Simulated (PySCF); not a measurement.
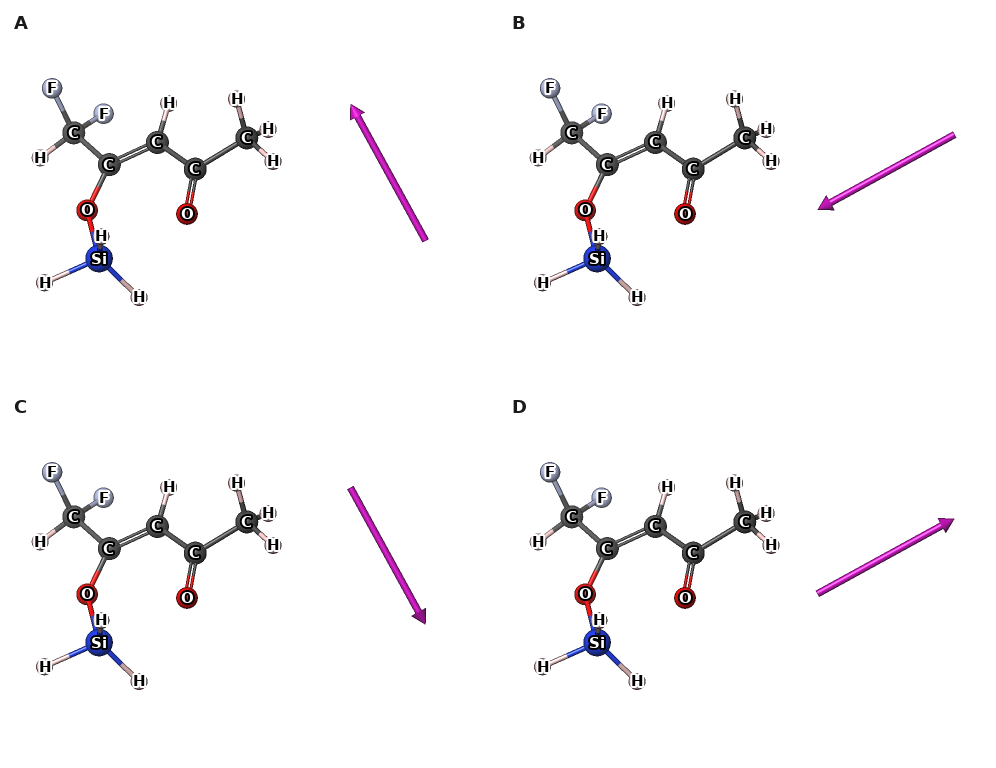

The same molecule four times, each with an arrow. The computed structure is the end point of a GFN2-xTB optimisation. No frequency run is at hand to confirm it as a minimum. Level of theory: PBE0/pcSseg-1, gas phase (PySCF 2.14.0).

**Which arrow points along the dipole moment, from the negative to the positive end?**

D. The dipole moment is 1.47 D.

The geometry is semi-empirical. Around Si such bond lengths and angles can be off by a tenth of an ångström or more and by several degrees, and values that hang on the shape move with them.
